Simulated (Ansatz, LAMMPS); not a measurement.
# Structural relaxation of a frame of liquid hydrogen fluoride from 273 K (98 atoms), part 2 of 3

Wanted: the relaxed structure of a frame of liquid hydrogen fluoride from 273 K (98 atoms) and its electronic structure.

Ansatz 0.2.0; Kohn-Sham DFT, PBE, PAW (set soft_2), plane waves.

The cell: 49 F and 49 H. The starting topology of bonds comes from the classical model. Sampling is at Γ alone, for a cell whose shortest periodic width is 12 Å.

So far. Step 3 (Single point at the start): The r.m.s. force component of 0.69 eV/Å and the pressure of 3.3 GPa set the starting point.

## 4. Relaxation

With the cell held, the atoms are moved downhill towards a nearby minimum.

input.yaml reads:

```yaml
crystal:
  lattice:
    - [11.75571, 0.0, 0.0]
    - [0.0, 11.75571, 0.0]
    - [0.0, 0.0, 11.75571]
  atoms:
    [... the 98 atom lines of step 3 ...]
kpoints:
  mp_grid: { grid: [1, 1, 1] }
hamiltonian:
  xc: pbe
scf:
  occupations: { method: fermi_dirac, width: 0.025 }
output:
  forces: true
relax:
  f_tol: 0.05
  max_steps: 200
```

Started as:

```
$ ansatz run input.yaml --threads 4 --pin off --max-ram 8192MiB --backend cpu --events-out ev --progress --plain --runs-dir out
```

Numbers of over 12 decimals in the logs are rounded to 6 here.

The log of the run:

```text
[...]
Crystal: 98 atoms, lattice volume = 1624.601 Å³
Basis set: ecut = 420 eV, 31559 PW (Γ), exchange–correlation on 160×160×160 points (8 copies of the dense FFT grid, shifted against one another)
Bands: 294, of which v1, the nominal top of the filled ones, is band 196 counted from 1 (195 counted from 0)
Symmetry: 1 space group operations
[...]
k-points: 1
[...]
SCF iter   1: F=—  HF=-40397.064505 eV  |F-HF|=—  |Δ(HF+E_count)|=         —  Δρ=4.01e-3  dr2=2.24e-1  ethr=1.77e-3  ⟨swp⟩=6.0  Hψ=1224  notcnv=0  defer=45
[...]
SCF iter   6: F=-40396.985394 eV  HF=-40396.985386 eV  |F-HF|=8.13e-6  |Δ(HF+E_count)|=   1.49e-5  Δρ=3.45e-5  dr2=1.27e-5  ethr=1.59e-8  ⟨swp⟩=3.0  Hψ=1020  notcnv=0
SCF 1 converged in 6 iterations: F = -40396.985394 eV  dr2 = 1.27e-5
[...]
relax step   1: F+E_penalty+E_count = -40396.98539412 eV  Δ(F+E_penalty+E_count) = +0.000e0 eV  max|allowed force component| = 2.364e0 eV/Å  Δτ_max = 0.0000 Å  (6 SCF iters, dr2 threshold 6.25e-5 eV, accepted)
[...]
relax step   2: F+E_penalty+E_count = -40400.01482924 eV  Δ(F+E_penalty+E_count) = -3.029e0 eV  max|allowed force component| = 1.040e0 eV/Å  Δτ_max = 0.1947 Å  (6 SCF iters, dr2 threshold 1.00e-4 eV, accepted)
[...]
relax step   3: F+E_penalty+E_count = -40402.28290434 eV  Δ(F+E_penalty+E_count) = -2.268e0 eV  max|allowed force component| = 1.249e0 eV/Å  Δτ_max = 0.1947 Å  (6 SCF iters, dr2 threshold 6.76e-5 eV, accepted)
relax step   4: F+E_penalty+E_count = -40403.16337503 eV  Δ(F+E_penalty+E_count) = -8.805e-1 eV  max|allowed force component| = 8.600e-1 eV/Å  Δτ_max = 0.1909 Å  (6 SCF iters, dr2 threshold 1.00e-4 eV, accepted)
relax step   5: F+E_penalty+E_count = -40403.82432835 eV  Δ(F+E_penalty+E_count) = -6.610e-1 eV  max|allowed force component| = 7.943e-1 eV/Å  Δτ_max = 0.1900 Å  (6 SCF iters, dr2 threshold 1.00e-4 eV, accepted)
relax step   6: F+E_penalty+E_count = -40404.30486182 eV  Δ(F+E_penalty+E_count) = -4.805e-1 eV  max|allowed force component| = 5.551e-1 eV/Å  Δτ_max = 0.2000 Å  (6 SCF iters, dr2 threshold 1.00e-4 eV, accepted)
relax step   7: F+E_penalty+E_count = -40404.68965365 eV  Δ(F+E_penalty+E_count) = -3.848e-1 eV  max|allowed force component| = 4.610e-1 eV/Å  Δτ_max = 0.1947 Å  (6 SCF iters, dr2 threshold 1.00e-4 eV, accepted)
relax step   8: F+E_penalty+E_count = -40404.96511874 eV  Δ(F+E_penalty+E_count) = -2.755e-1 eV  max|allowed force component| = 3.836e-1 eV/Å  Δτ_max = 0.1953 Å  (6 SCF iters, dr2 threshold 1.00e-4 eV, accepted)
relax step   9: F+E_penalty+E_count = -40405.09723574 eV  Δ(F+E_penalty+E_count) = -1.321e-1 eV  max|allowed force component| = 8.697e-1 eV/Å  Δτ_max = 0.1925 Å  (6 SCF iters, dr2 threshold 1.00e-4 eV, accepted)
relax step  10: F+E_penalty+E_count = -40405.26131315 eV  Δ(F+E_penalty+E_count) = -1.641e-1 eV  max|allowed force component| = 4.969e-1 eV/Å  Δτ_max = 0.2000 Å  (6 SCF iters, dr2 threshold 1.00e-4 eV, accepted)
relax step  11: F+E_penalty+E_count = -40405.39307720 eV  Δ(F+E_penalty+E_count) = -1.318e-1 eV  max|allowed force component| = 4.909e-1 eV/Å  Δτ_max = 0.1978 Å  (6 SCF iters, dr2 threshold 8.06e-5 eV, accepted)
relax step  12: F+E_penalty+E_count = -40405.51278784 eV  Δ(F+E_penalty+E_count) = -1.197e-1 eV  max|allowed force component| = 3.798e-1 eV/Å  Δτ_max = 0.1946 Å  (6 SCF iters, dr2 threshold 7.87e-5 eV, accepted)
relax step  13: F+E_penalty+E_count = -40405.59916518 eV  Δ(F+E_penalty+E_count) = -8.638e-2 eV  max|allowed force component| = 6.599e-1 eV/Å  Δτ_max = 0.1944 Å  (5 SCF iters, dr2 threshold 8.63e-5 eV, accepted)
relax step  14: F+E_penalty+E_count = -40405.68418634 eV  Δ(F+E_penalty+E_count) = -8.502e-2 eV  max|allowed force component| = 1.982e-1 eV/Å  Δτ_max = 0.1954 Å  (6 SCF iters, dr2 threshold 1.00e-4 eV, accepted)
relax step  15: F+E_penalty+E_count = -40405.74499430 eV  Δ(F+E_penalty+E_count) = -6.081e-2 eV  max|allowed force component| = 3.739e-1 eV/Å  Δτ_max = 0.1947 Å  (6 SCF iters, dr2 threshold 3.54e-6 eV, accepted)
relax step  16: F+E_penalty+E_count = -40405.81503680 eV  Δ(F+E_penalty+E_count) = -7.004e-2 eV  max|allowed force component| = 2.136e-1 eV/Å  Δτ_max = 0.1950 Å  (6 SCF iters, dr2 threshold 1.26e-5 eV, accepted)
relax step  17: F+E_penalty+E_count = -40405.85010798 eV  Δ(F+E_penalty+E_count) = -3.507e-2 eV  max|allowed force component| = 4.695e-1 eV/Å  Δτ_max = 0.1949 Å  (5 SCF iters, dr2 threshold 1.49e-5 eV, accepted)
relax step  18: F+E_penalty+E_count = -40405.89870541 eV  Δ(F+E_penalty+E_count) = -4.860e-2 eV  max|allowed force component| = 2.456e-1 eV/Å  Δτ_max = 0.1906 Å  (5 SCF iters, dr2 threshold 7.19e-5 eV, accepted)
relax step  19: F+E_penalty+E_count = -40405.93922521 eV  Δ(F+E_penalty+E_count) = -4.052e-2 eV  max|allowed force component| = 2.592e-1 eV/Å  Δτ_max = 0.1952 Å  (6 SCF iters, dr2 threshold 1.65e-5 eV, accepted)
relax step  20: F+E_penalty+E_count = -40405.97696284 eV  Δ(F+E_penalty+E_count) = -3.774e-2 eV  max|allowed force component| = 2.291e-1 eV/Å  Δτ_max = 0.1950 Å  (6 SCF iters, dr2 threshold 1.84e-5 eV, accepted)
[...]
relax step  30: F+E_penalty+E_count = -40406.16298073 eV  Δ(F+E_penalty+E_count) = -1.334e-6 eV  max|allowed force component| = 1.462e-2 eV/Å  Δτ_max = 0.0000 Å  (4 SCF iters, accepted)
relax step  31: F+E_penalty+E_count = -40406.16819525 eV  Δ(F+E_penalty+E_count) = -5.215e-3 eV  max|allowed force component| = 2.401e-1 eV/Å  Δτ_max = 0.1209 Å  (8 SCF iters, accepted)
[...]
relax step  34: F+E_penalty+E_count = -40406.19105443 eV  Δ(F+E_penalty+E_count) = -7.182e-3 eV  max|allowed force component| = 1.238e-1 eV/Å  Δτ_max = 0.1965 Å  (8 SCF iters, accepted)
[...]
relax step  39: F+E_penalty+E_count = -40406.21954764 eV  Δ(F+E_penalty+E_count) = -4.049e-3 eV  max|allowed force component| = 1.324e-1 eV/Å  Δτ_max = 0.0641 Å  (5 SCF iters, dr2 threshold 4.04e-5 eV, accepted)
relax step  40: F+E_penalty+E_count = -40406.22590466 eV  Δ(F+E_penalty+E_count) = -6.357e-3 eV  max|allowed force component| = 1.791e-1 eV/Å  Δτ_max = 0.1810 Å  (7 SCF iters, dr2 threshold 7.61e-6 eV, accepted)
relax step  41: F+E_penalty+E_count = -40406.22956155 eV  Δ(F+E_penalty+E_count) = -3.657e-3 eV  max|allowed force component| = 1.503e-1 eV/Å  Δτ_max = 0.0871 Å  (5 SCF iters, dr2 threshold 1.39e-5 eV, accepted)
relax step  42: F+E_penalty+E_count = -40406.23360709 eV  Δ(F+E_penalty+E_count) = -4.046e-3 eV  max|allowed force component| = 6.241e-2 eV/Å  Δτ_max = 0.0799 Å  (5 SCF iters, dr2 threshold 1.59e-5 eV, accepted)
relax step  43: F+E_penalty+E_count = -40406.23856365 eV  Δ(F+E_penalty+E_count) = -4.957e-3 eV  max|allowed force component| = 8.351e-2 eV/Å  Δτ_max = 0.1304 Å  (8 SCF iters, accepted)
relax step  44: F+E_penalty+E_count = -40406.23738741 eV  Δ(F+E_penalty+E_count) = +1.176e-3 eV  max|allowed force component| = 2.216e-1 eV/Å  Δτ_max = 0.1976 Å  (8 SCF iters, rejected (line search))
relax step  45: F+E_penalty+E_count = -40406.24270881 eV  Δ(F+E_penalty+E_count) = -4.145e-3 eV  max|allowed force component| = 4.156e-2 eV/Å  Δτ_max = 0.0946 Å  (8 SCF iters, accepted)
relax step  46: F+E_penalty+E_count = -40406.24581481 eV  Δ(F+E_penalty+E_count) = -3.106e-3 eV  max|allowed force component| = 6.308e-2 eV/Å  Δτ_max = 0.0951 Å  (8 SCF iters, accepted)
relax step  47: F+E_penalty+E_count = -40406.24766166 eV  Δ(F+E_penalty+E_count) = -1.847e-3 eV  max|allowed force component| = 1.293e-1 eV/Å  Δτ_max = 0.1464 Å  (8 SCF iters, accepted)
relax step  48: F+E_penalty+E_count = -40406.24958402 eV  Δ(F+E_penalty+E_count) = -1.922e-3 eV  max|allowed force component| = 7.770e-2 eV/Å  Δτ_max = 0.0204 Å  (4 SCF iters, dr2 threshold 1.67e-5 eV, accepted)
relax step  49: F+E_penalty+E_count = -40406.25389968 eV  Δ(F+E_penalty+E_count) = -4.316e-3 eV  max|allowed force component| = 2.096e-2 eV/Å  Δτ_max = 0.0869 Å  (8 SCF iters, accepted)
relax step  50: F+E_penalty+E_count = -40406.25819621 eV  Δ(F+E_penalty+E_count) = -4.297e-3 eV  max|allowed force component| = 1.097e-1 eV/Å  Δτ_max = 0.1886 Å  (8 SCF iters, accepted)
relax step  51: F+E_penalty+E_count = -40406.26033168 eV  Δ(F+E_penalty+E_count) = -2.135e-3 eV  max|allowed force component| = 7.929e-2 eV/Å  Δτ_max = 0.0482 Å  (7 SCF iters, accepted)
relax step  52: F+E_penalty+E_count = -40406.26633732 eV  Δ(F+E_penalty+E_count) = -6.006e-3 eV  max|allowed force component| = 5.754e-2 eV/Å  Δτ_max = 0.1462 Å  (7 SCF iters, dr2 threshold 3.29e-6 eV, accepted)
relax step  53: F+E_penalty+E_count = -40406.26868301 eV  Δ(F+E_penalty+E_count) = -2.346e-3 eV  max|allowed force component| = 1.515e-1 eV/Å  Δτ_max = 0.1393 Å  (8 SCF iters, accepted)
relax step  54: F+E_penalty+E_count = -40406.27130038 eV  Δ(F+E_penalty+E_count) = -2.617e-3 eV  max|allowed force component| = 7.584e-2 eV/Å  Δτ_max = 0.0202 Å  (4 SCF iters, dr2 threshold 1.21e-5 eV, accepted)
relax step  55: F+E_penalty+E_count = -40406.27139621 eV  Δ(F+E_penalty+E_count) = -9.583e-5 eV  max|allowed force component| = 1.039e-1 eV/Å  Δτ_max = 0.0090 Å  (5 SCF iters, accepted)
relax step  56: F+E_penalty+E_count = -40406.27434708 eV  Δ(F+E_penalty+E_count) = -2.951e-3 eV  max|allowed force component| = 5.666e-3 eV/Å  Δτ_max = 0.0405 Å  (5 SCF iters, dr2 threshold 2.71e-6 eV, accepted)
[...]
relax step  57: F+E_penalty+E_count = -40406.27434730 eV  Δ(F+E_penalty+E_count) = -2.159e-7 eV  max|allowed force component| = 5.618e-3 eV/Å  Δτ_max = 0.0000 Å  (3 SCF iters, accepted)
SCF converged after 3 iterations
Free energy (F): -40406.274347 eV
[...]
Internal energy: -40406.274347 eV  (E = F + TS)
E sigma→0 (E₀):  -40406.274347 eV
Fermi energy:    -2.694609 eV
[...]
--- Forces (eV/Å), atoms counted from 1 ---
  atom   1  F     -0.00135964     0.00042924     0.00106468
  atom   2  H     -0.00019925     0.00033102     0.00062685
  atom   3  F     -0.00070997    -0.00078703     0.00110743
  atom   4  H      0.00011841     0.00011080     0.00028775
  atom   5  F     -0.00003718     0.00009994    -0.00079108
  atom   6  H      0.00015998     0.00013871    -0.00047646
  atom   7  F      0.00054561    -0.00007243    -0.00000407
  atom   8  H     -0.00050408     0.00007385     0.00007283
  atom   9  F      0.00060976     0.00059301    -0.00130037
  atom  10  H      0.00217968    -0.00301376     0.00060467
  atom  11  F     -0.00028980    -0.00034411    -0.00003770
  atom  12  H      0.00075939    -0.00010627    -0.00001998
  atom  13  F      0.00062037     0.00017496     0.00080686
  atom  14  H     -0.00084874    -0.00124354     0.00031433
[...]
atom  97  F      0.00110193     0.00065809     0.00108114
  atom  98  H     -0.00029367    -0.00036713    -0.00122128
  max |Σ_I F_I| component: 5.23e-5 eV/Å
--- Relaxed structure (57 steps of the walk, 56 accepted, 0 SCFs on fresh bases) ---
  F+E_penalty+E_count = -40406.27434730 eV   max|allowed force component| = 5.618e-3 eV/Å
  atoms:
    - { symbol: F, position: [0.911917, 0.681869, 0.311864] }
    - { symbol: H, position: [0.894077, 0.702921, 0.391129] }
    - { symbol: F, position: [0.224324, 0.061383, 0.709808] }
    - { symbol: H, position: [0.173372, 0.057787, 0.642640] }
[...]
- { symbol: H, position: [0.911959, 0.110030, 0.889519] }
```

Wall time 3.3 min (4 threads of Intel Xeon 6975P-C (Granite Rapids), shared host); peak memory 1.7 GiB.

The steps of the relaxation (22 of 57):

| step | energy less that of the first step (eV) | largest force component (eV/Å) |
| --- | --- | --- |
| 1 | 0.0000 | 2.3644 |
| 4 | -6.1780 | 0.8600 |
| 6 | -7.3195 | 0.5551 |
| 9 | -8.1118 | 0.8697 |
| 12 | -8.5274 | 0.3798 |
| 14 | -8.6988 | 0.1982 |
| 17 | -8.8647 | 0.4695 |
| 20 | -8.9916 | 0.2291 |
| 22 | -9.0542 | 0.2225 |
| 25 | -9.1307 | 0.2317 |
| 28 | -9.1616 | 0.2707 |
| 30 | -9.1776 | 0.0146 |
| 33 | -9.1985 | 0.0889 |
| 36 | -9.2179 | 0.1044 |
| 38 | -9.2301 | 0.2009 |
| 41 | -9.2442 | 0.1503 |
| 44 | -9.2520 | 0.2216 |
| 46 | -9.2604 | 0.0631 |
| 49 | -9.2685 | 0.0210 |
| 52 | -9.2809 | 0.0575 |
| 54 | -9.2859 | 0.0758 |
| 57 | -9.2890 | 0.0056 |

Relaxation step 44 was tried and not accepted.

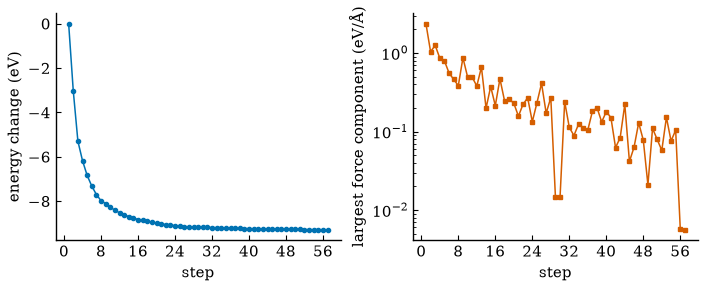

Energy and largest force along the relaxation.

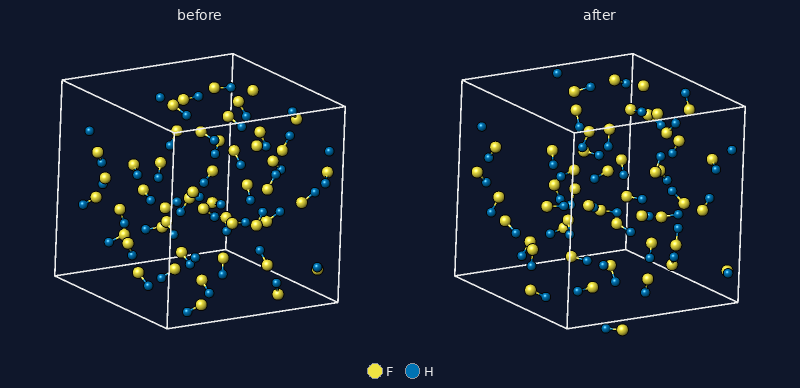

The structure before and after the relaxation, drawn at the same scale. Bonds to atoms that aren't drawn are left out.

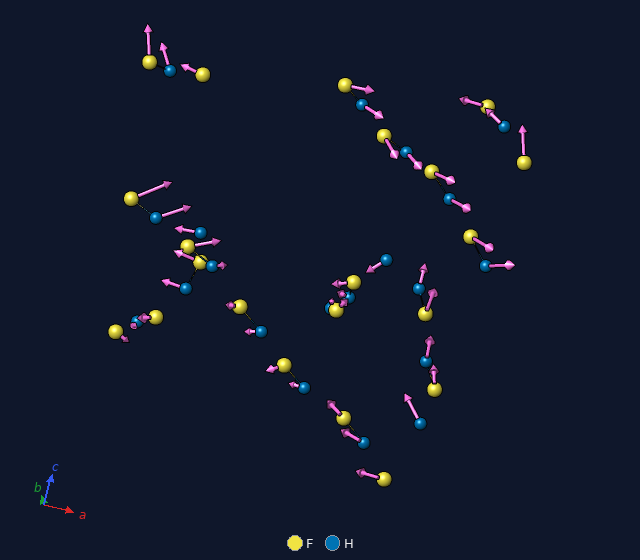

Displacements in the relaxation, scaled; the longest in the cell stands for 2.40 Å. Drawn is a slice 4 Å thick, seen along the normal of the ac plane. Bonds to atoms that aren't drawn are left out.

The atoms that moved most (Å):

| atom | dx | dy | dz | length |
| --- | --- | --- | --- | --- |
| F93 | 1.097 | -2.132 | -0.115 | 2.400 |
| F67 | 1.560 | -1.539 | -0.425 | 2.232 |
| F65 | 1.719 | 0.093 | 1.312 | 2.164 |
| H18 | 1.047 | -1.864 | -0.063 | 2.139 |
| F79 | -2.062 | 0.119 | -0.494 | 2.124 |
| F43 | 1.237 | 0.992 | -1.337 | 2.074 |
| F33 | 0.239 | 1.690 | 1.150 | 2.058 |
| H44 | 1.192 | 0.875 | -1.410 | 2.043 |

The relaxation changed the energy by -94.8 meV/atom, and atoms moved by 1.4 Å r.m.s., 2.4 Å at most.

## 5. Distances and neighbours after relaxation

Density 1.00 g/cm³, 16.58 Å³ an atom.

Pair distribution functions g(r), in bins of 0.2 Å:

| r (Å) | total | F-F | F-H | H-H |
| --- | --- | --- | --- | --- |
| 0.90 | 6.95 | 0.00 | 13.85 | 0.00 |
| 1.10 | 0.00 | 0.00 | 0.00 | 0.00 |
| 1.30 | 0.00 | 0.00 | 0.00 | 0.00 |
| 1.50 | 3.23 | 0.00 | 6.45 | 0.00 |
| 1.70 | 0.00 | 0.00 | 0.00 | 0.00 |
| 1.90 | 0.03 | 0.00 | 0.00 | 0.14 |
| 2.10 | 1.49 | 0.00 | 0.00 | 5.96 |
| 2.30 | 0.00 | 0.00 | 0.00 | 0.00 |
| 2.50 | 1.12 | 4.49 | 0.00 | 0.00 |
| 2.70 | 0.02 | 0.00 | 0.03 | 0.00 |
| 2.90 | 0.59 | 0.00 | 1.15 | 0.06 |
| 3.10 | 1.26 | 1.28 | 1.75 | 0.28 |
| 3.30 | 1.68 | 1.93 | 1.90 | 0.98 |
| 3.50 | 0.85 | 0.93 | 0.73 | 1.01 |
| 3.70 | 0.94 | 0.67 | 0.83 | 1.45 |
| 3.90 | 1.19 | 0.96 | 1.11 | 1.58 |
| 4.10 | 1.42 | 1.47 | 1.12 | 1.95 |
| 4.30 | 1.00 | 1.34 | 0.94 | 0.76 |
| 4.50 | 0.79 | 0.58 | 0.86 | 0.85 |
| 4.70 | 0.88 | 0.83 | 0.89 | 0.93 |
| 4.90 | 0.98 | 0.69 | 1.14 | 0.95 |
| 5.10 | 0.91 | 1.00 | 1.06 | 0.50 |
| 5.30 | 1.05 | 0.99 | 1.15 | 0.90 |
| 5.50 | 0.98 | 1.08 | 0.83 | 1.18 |
| 5.70 | 0.96 | 1.04 | 0.84 | 1.10 |

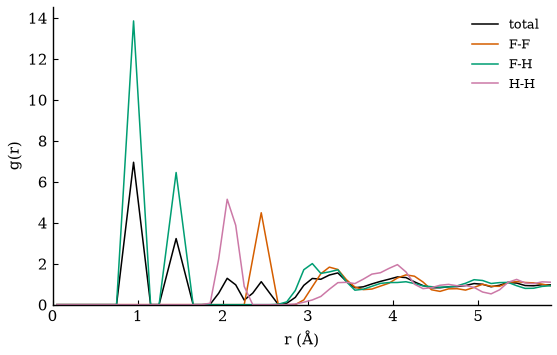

Pair distribution functions, lightly smoothed.

[end of part 2 of 3]

[Logs are printed without paths, hosts, clocks, repeated set-up lines and the standing remarks that a program may print on its own settings, such as how far it seeks lower states.]

[Hosts, paths, dates, database ids (printed as entryN), source tags and the programs' standing remarks are cut or masked in the printed files.]
